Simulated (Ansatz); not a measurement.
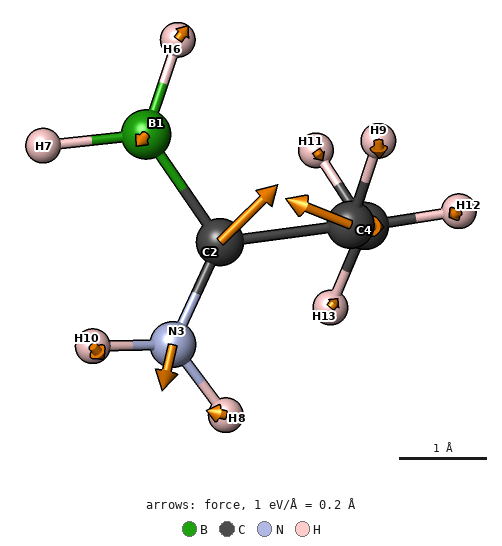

Starting geometry of C$_{3}$H$_{8}$BN with the computed forces as orange arrows. Style: ball-and-stick. Shown at a tilt.

The run prepares an end point of a later path (hydrogen shift) calculation, from a guessed geometry.

Theory: Ansatz 0.2.0, UKS PBE/6-31G. (collinear spin; force threshold 0.02 eV/Å; at most 50 steps)

### What follows when this structure is relaxed?

It isn't relaxed: the largest force vector, on a C atom, is 4.82 eV/Å. The final displacements have little in common with the starting forces (cosine between the two patterns 0.15). The atom that moves furthest after the best rigid fit is an H atom (1.53 Å). Largest moves by element: H 1.53 Å, C 1.02 Å, B 0.45 Å, N 0.28 Å. Near-neighbour distances that change, for instance: C–C 1.577 → 1.386 Å, C–N 1.311 → 1.393 Å, C–H 1.141 → 1.092 Å, B–H 1.165 → 1.205 Å. Among the angles between lasting bonds that change: C–C–C 110.3° → 123.9°, C–C–H 106.1° → 117.3°, H–N–H 126.5° → 117.9°. After 23 accepted moves (28 points after the start) the energy has fallen by 2.352 eV. Largest force component: 3.6 eV/Å at the start, 0.015 eV/Å at the end. The line search rejected the trial steps at points 13, 16, 17, 20, 23 of the run. The forces were under the threshold at step 18, but the run went on from there.
